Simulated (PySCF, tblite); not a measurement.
**C3H2BCl2 radical: geometry, infrared bands and EPR parameters**

What infrared bands and EPR parameters should C3H2BCl2 radical (`[CH2]C#CB(Cl)Cl`) show?

The runs use tblite 0.8.0 and PySCF 2.14.0, with density-fitted response routines of our own; the level of theory stands in each step. All values are computed, except where a source is named. Atoms count from 0, in the outputs and in this text.

## Step 1: Starting geometry

8 atoms, charge 0, multiplicity 2; geometry from: force field or distance geometry start.

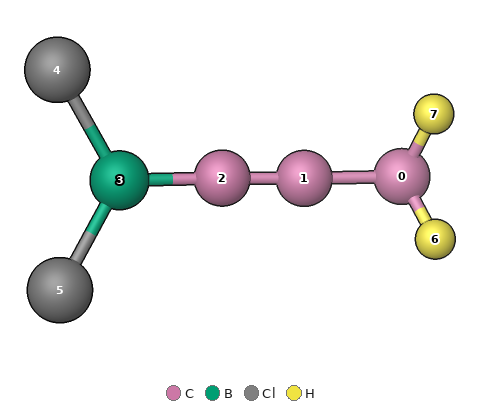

As it starts; carbon pink, boron teal, chlorine grey, hydrogen yellow, atoms numbered.

## Step 2: Optimising the geometry with GFN2-xTB

The job: settings as JSON, then the geometry in Å.

```
{"job": {"kind": "relax", "xc": "GFN2-xTB", "basis": "xTB"}, "charge": 0, "multiplicity": 2}
C     -2.154700    -0.541800    -0.134000
C     -0.732300    -0.258400    -0.097900
C      0.464800    -0.039100    -0.047700
B      1.959700     0.261600    -0.012200
Cl     2.982900    -0.423400     1.379000
Cl     2.715900     1.374500    -1.255400
H     -2.689800     0.321600    -0.603400
H     -2.537300    -0.685500     0.902300
```

Launch:

```
> OMP_NUM_THREADS=1 python probes_run.py task.json out
```

This one command runs all jobs of the session in turn.

**Question.** This job is followed by: GFN2-xTB harmonic vibrations, gas phase; UKS B3LYP, pcH-1 on B C Cl H, non-relativistic, mean-field spin-orbit, GIAO. What will the session give for the following? strongest single infrared mode (GFN2-xTB); zero-point energy (GFN2-xTB); g(iso) (B3LYP); ⟨S²⟩; largest a(iso) (averaged by class); surface potential, least and greatest.

The runs gave:

| quantity | value |
| --- | --- |
| strongest single infrared mode (GFN2-xTB) | 716 cm⁻¹, 104 km/mol |
| zero-point energy (GFN2-xTB) | 24.1 kcal/mol |
| g(iso) (B3LYP) | 2.00485 |
| ⟨S²⟩ | 0.770 (exact 0.75) |
| largest a(iso) (averaged by class) | 13C on C1, -58.2 MHz |
| surface potential, least and greatest | -0.47 V and 1.40 V |

Over 30 steps the energy fell by 0.985 eV; of the close pairs, B3–Cl4 changed most, 1.858 to 1.736 Å. No mode is imaginary among the 18: a minimum at this level. The strongest single mode, at 716 cm⁻¹, moves mainly B3. GFN2-xTB is a fitted tight-binding method: band positions and strengths are rough. Its intensities can rank the bands wrongly. The largest spin populations lie on C0 (0.69 e), C2 (0.52 e). The isotropic g lies 2.5 ppt above the free-electron value.
